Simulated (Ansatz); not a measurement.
# W (Im-3m): relaxation of cell and ions

What cell does W (Im-3m) relax to? The task is a relaxation of cell and ions, for W (Im-3m).

Computed with Ansatz 0.2.0, driven from Python. Level of theory: DFT PBE, plane waves, PAW.

**1. Starting point**

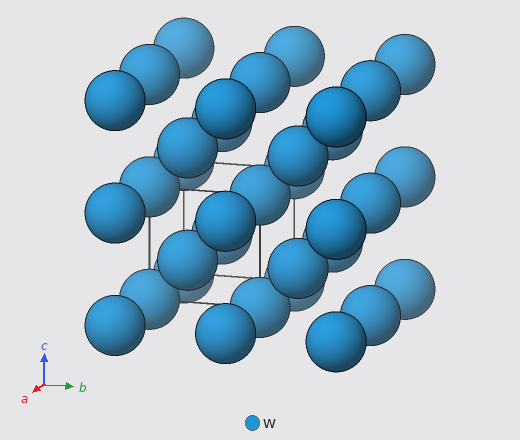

The structure that the script starts from, seen slightly off an axis (tungsten blue). 2×2×2 cells are drawn. The cell is the conventional one. Atoms on cell faces are repeated.

The script holds or builds the structure itself.

**2. The script**

Contents of run_vcrelax.py:

```python
# -*- coding: utf-8 -*-
"""Relax cell and ions of W."""

from collections import defaultdict

import ansatz as az
from ase import Atoms
from ase.data import atomic_numbers
from ase.neighborlist import neighbor_list
import numpy as np
import spglib

OCCUPATIONS = "cold"
WIDTH_EV = 0.1

def edges_and_angles(cell):
    cell = np.asarray(cell)
    a, b, c = np.linalg.norm(cell, axis=1)
    cosines = cell[1] @ cell[2] / (b * c), cell[0] @ cell[2] / (a * c), cell[0] @ cell[1] / (a * b)
    return (a, b, c, *np.degrees(np.arccos(cosines)))

material = (
    az.Lattice.of((-1.582345, 1.582345, 1.582345), (1.582345, -1.582345, 1.582345), (1.582345, 1.582345, -1.582345))
    .atom("W", (0.0, 0.0, 0.0))
)

# a pressure is positive in compression
setup = (
    material.calculation()
    .kpoints(15)
    .occupations(OCCUPATIONS, width=WIDTH_EV)
    .relax(pressure=2)
    .density_of_states(energy_step=0.1, projected=True)
)
steps = []


def collect(event):
    if event["event"] == "relax_step":
        steps.append(event["data"])


outcome = setup.session().plan().execute(on_event=collect)
data = outcome.report
print("step   energy (eV)     max comp. (eV/A)   P (GPa)  SCF")
for s in steps:
    print(f"{s['step']:4d} {s['lagrangian_ev']:15.5f} {s['allowed_force_max_ev_ang']:12.4f} {s['pressure_gpa']:10.3f} {s['n_scf']:5d}")

first, last = steps[0], steps[-1]
symbols = [site.symbol for site in outcome.lattice.sites]
print(f"energy gained {first['lagrangian_ev'] - last['lagrangian_ev']:.4f} eV in {len(steps) - 1} steps")
for label, vectors in (("before", first["cell_ang"]), ("after", outcome.lattice.cell_ang)):
    print(label, "a b c (A) {:.4f} {:.4f} {:.4f}  angles {:.2f} {:.2f} {:.2f}".format(*edges_and_angles(vectors)), f" V = {abs(np.linalg.det(vectors)):.3f} A^3")
print("final stress xx yy zz (GPa, compression positive):", np.round(np.diag(data["stress_gpa"]), 3) + 0.0)

final = Atoms(symbols, positions=last["positions_ang"], cell=outcome.lattice.cell_ang, pbc=True)
i, j, d = neighbor_list("ijd", final, 4.5)
print("neighbours within 1.2 times the shortest distance of each atom (A)")
for atom in range(len(final)):
    near = [m for m in np.argsort(d) if i[m] == atom]
    shell = [m for m in near if d[m] < 1.2 * d[near[0]]]
    print(f"{symbols[atom]}{atom} ({len(shell)}):", ", ".join(f"{symbols[j[m]]} {d[m]:.3f}" for m in shell))

fractions = [site.position_frac for site in outcome.lattice.sites]
numbers = [atomic_numbers[s] for s in symbols]
for tolerance in (1e-3, 1e-2, 1e-1):
    print(f"space group at {tolerance} A:", spglib.get_spacegroup((outcome.lattice.cell_ang, fractions, numbers), symprec=tolerance))

print("%-22s %14.5f eV" % ("F = E - TS", data["free_energy_ev"]))
print("%-22s %14.5f eV" % ("E", data["internal_energy_ev"]))
print("%-22s %14.5f eV" % ("Harris-Foulkes", data["harris_foulkes_ev"]))
print("%-22s %14.5f eV" % ("Fermi level", data["fermi_energy_ev"]))

dos = outcome.density_of_states()
energy = np.asarray(dos.energies_ev) - dos.fermi_ev
projected = outcome.projected_density_of_states()
by_shell = defaultdict(float)
for site in projected.sites:
    for shell in site.shells:
        for part in shell.curves:
            by_shell[f"{site.species} {'spdf'[shell.l]}"] += np.sum(part.g_bin_mean_per_ev, axis=0)
print("E - E_F  " + " ".join(f"{name:>7s}" for name in by_shell))
for e in np.arange(-6, 6 + 0.1, 1.0):
    print(f"{e:7.1f}  " + " ".join(f"{np.interp(e, energy, curve):7.3f}" for curve in by_shell.values()))
```

**3. The calls as engine input**

The package turns the script's settings into the engine's input:

```yaml
crystal:
  lattice:
    - [-1.582345, 1.582345, 1.582345]
    - [1.582345, -1.582345, 1.582345]
    - [1.582345, 1.582345, -1.582345]
  atoms:
    - { symbol: W, position: [0.0, 0.0, 0.0] }
kpoints:
  mp_grid:
    grid: [15, 15, 15]
scf:
  occupations:
    method: cold
    width: 0.1
relax:
  cell:
    p_target: 2.0
output:
  dos:
    de: 0.1
    projected: true
```

**4. Launch**

On the command line:

```bash
$ python run_vcrelax.py
```

What it wrote:

```text
DeckWarning: basis.ecutwfc = 420 eV, auto-derived from the records' recommended cutoffs: set by W (normal level)
step   energy (eV)     max comp. (eV/A)   P (GPa)  SCF
   1    -10384.81666       0.0000      5.908     6
   2    -10384.81048       0.0000     -7.888     4
   3    -10384.82143       0.0000      1.804     6
   4    -10384.82131       0.0000      2.003     2
   5    -10384.82140       0.0000      2.002     4
energy gained 0.0047 eV in 4 steps
before a b c (A) 2.7407 2.7407 2.7407  angles 109.47 109.47 109.47  V = 15.848 A^3
after a b c (A) 2.7518 2.7518 2.7518  angles 109.47 109.47 109.47  V = 16.041 A^3
final stress xx yy zz (GPa, compression positive): [2.002 2.002 2.002]
neighbours within 1.2 times the shortest distance of each atom (A)
W0 (14): W 2.752, W 2.752, W 2.752, W 2.752, W 2.752, W 2.752, W 2.752, W 2.752, W 3.177, W 3.177, W 3.177, W 3.177, W 3.177, W 3.177
space group at 0.001 A: Im-3m (229)
space group at 0.01 A: Im-3m (229)
space group at 0.1 A: Im-3m (229)
F = E - TS               -10384.82140 eV
E                        -10384.82195 eV
Harris-Foulkes           -10384.82140 eV
Fermi level                  22.27535 eV
E - E_F      W s     W p     W d
   -6.0    0.250   0.009   0.391
   -5.0    0.170   0.012   0.717
   -4.0    0.026   0.006   0.411
   -3.0    0.020   0.019   1.668
   -2.0    0.150   0.023   1.492
   -1.0    0.046   0.005   0.341
    0.0    0.015   0.002   0.314
    1.0    0.017   0.003   0.752
    2.0    0.013   0.002   1.071
    3.0    0.054   0.001   1.686
    4.0    0.095   0.001   0.451
    5.0    0.067   0.000   0.329
    6.0    0.073   0.000   0.225
```

(Warnings from the package without file and line.)

Wall time 4.9 s (1 thread of Arm Neoverse V2, shared host); peak memory 0.4 GiB.

**5. What the engine kept of the run**

The report of the run holds:

| item | value |
| --- | --- |
| SCF cycles in all | 22 |
| k-points solved | 120 |
| plane waves | 321 |
| bands | 11 |
| valence electrons | 14 |
| free energy (eV) | -10384.82140 |
| Fermi level (eV) | 22.275 |
| lowest empty less highest filled level on the mesh, by band count (eV) | -5.789 |
| pressure (GPa; positive when compressed) | 2.00 |

**6. Path of the relaxation**

Relaxation path:

| step | E - E(step 1) (eV/cell) | largest force component (eV/Å) | pressure (GPa) | volume (Å³) |
| --- | --- | --- | --- | --- |
| 1 | 0.0000 | 0.0000 | 5.91 | 15.85 |
| 2 | 0.0062 | 0.0000 | -7.89 | 16.59 |
| 3 | -0.0048 | 0.0000 | 1.80 | 16.05 |
| 4 | -0.0047 | 0.0000 | 2.00 | 16.04 |
| 5 | -0.0047 | 0.0000 | 2.00 | 16.04 |

Step 1 is the start. Step 5 repeats the geometry before it on a plane-wave basis chosen anew for that cell, so its energy need not be comparable with the rows above. Step 2 was tried and not accepted.

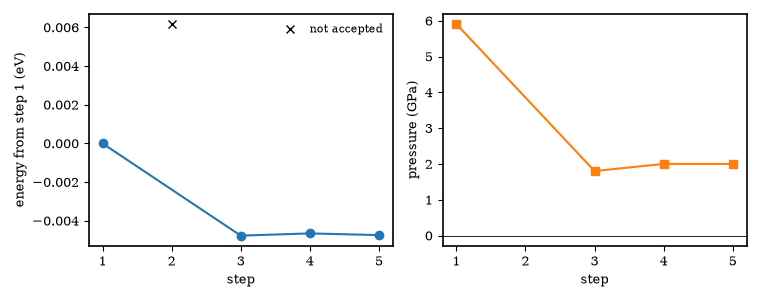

Energy and pressure along the relaxation.

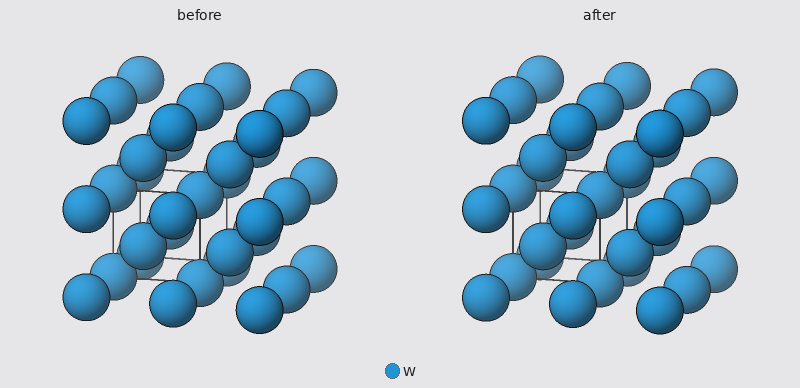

The structure before (left) and after (right) the relaxation, drawn at the same scale. The change is too small to see at this scale.

Lengths and angles in the start's conventional setting:

«Before» is this run's own start.

|  | before | after | change |
| --- | --- | --- | --- |
| a (Å) | 3.165 | 3.177 | +0.4 % |
| b (Å) | 3.165 | 3.177 | +0.4 % |
| c (Å) | 3.165 | 3.177 | +0.4 % |
| volume (Å³/atom) | 15.85 | 16.04 | +1.2 % |
| shortest distance (Å) | 2.741 | 2.752 | +0.4 % |
| space group (0.01 Å) | Im-3m | Im-3m | same |

Forces and stress were held to the start's 48 operations: a distortion of lower symmetry was not tested.

Under a set pressure the enthalpy E + pV is minimised, so E itself may rise.

**7. Density of states**

From dos.tsv among the run's results, states per cell in windows of 2 eV from the Fermi level (on a coarse mesh the curve is spiky, and it ends where the bands solved end):

| from | to | states |
| --- | --- | --- |
| -10 | -8 | 0.07 |
| -8 | -6 | 0.35 |
| -6 | -4 | 1.67 |
| -4 | -2 | 2.26 |
| -2 | 0 | 1.61 |
| 0 | 2 | 1.61 |
| 2 | 4 | 2.62 |
| 4 | 6 | 0.85 |
| 6 | 8 | 0.66 |

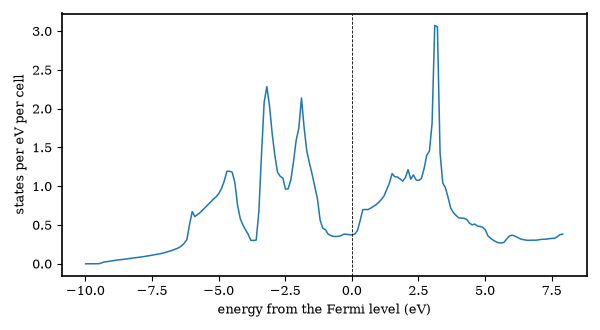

Density of states.

**8. Results**

| quantity | value |
| --- | --- |
| free energy | -10384.8214 eV |
| moves of the relaxation | 2 |
| last largest force component | 0.0000 eV/Å |
| relaxed conventional cell | a = 3.177 Å, b = 3.177 Å, c = 3.177 Å, α = 90.00°, β = 90.00°, γ = 90.00° |
| space group at the end | Im-3m |

**Reading.** The volume grew by 1.2 % over 2 moves under the 2 GPa asked, and the space group stayed Im-3m. The negative TS is no error: cold and Methfessel-Paxton smearing have a generalised entropy. Part of the cell is held or a pressure is applied, so the end point needn't be the zero-pressure lattice. At a fixed pressure a relaxation lowers the enthalpy F + PV, while F alone can rise. An absolute Fermi energy rests on an arbitrary zero of the periodic potential and has no direct meaning. Projections exist only for the shells that the potentials hold, some of them semicore, and samples at single energies can miss narrow peaks. Energies along a relaxation are free energies. Rows at an unchanged volume are solved on a plane-wave basis chosen afresh for that cell, so the energy jumps there and such rows are no steps of the walk. Edges and angles that the script prints are those of the cell as typed, here a primitive one. Symmetry holds the cell in this phase, whether or not it is the stable one at this pressure. Spin-orbit coupling, which matters for elements this heavy, is left out. No functional is typed, so the default, PBE, holds. The computed bands are complete only to about 8.8 eV above the Fermi level; beyond that the density of states is undercounted.
